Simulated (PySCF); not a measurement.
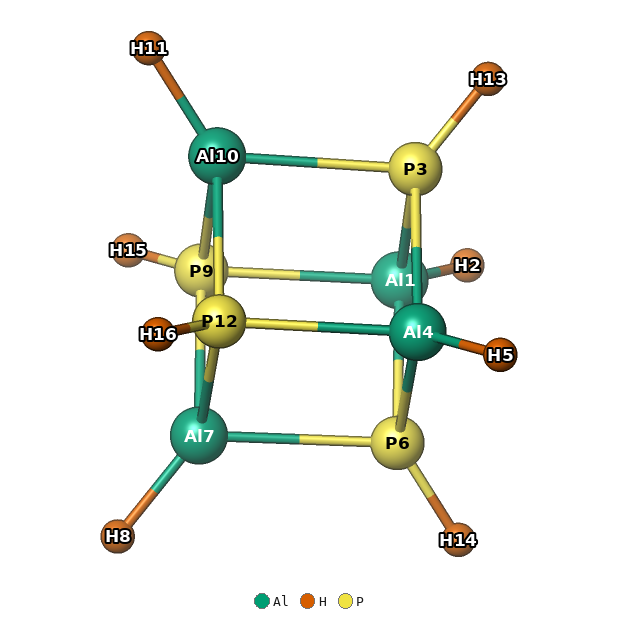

Atoms fade into the background with distance from the viewer. Computed geometry: PBE0-D3(BJ)/def2-SVP optimisation. No frequency run is at hand to confirm it as a minimum.

What is the conformation of the ring Al4–P6–Al7–P12?

Answer. It is planar. The Cremer–Pople amplitude Q is 0.02 Å.

Give the torsion angles round the ring, beginning with the bond from its second to its third atom.

Answer. 1°, −1°, 1°, −1°.
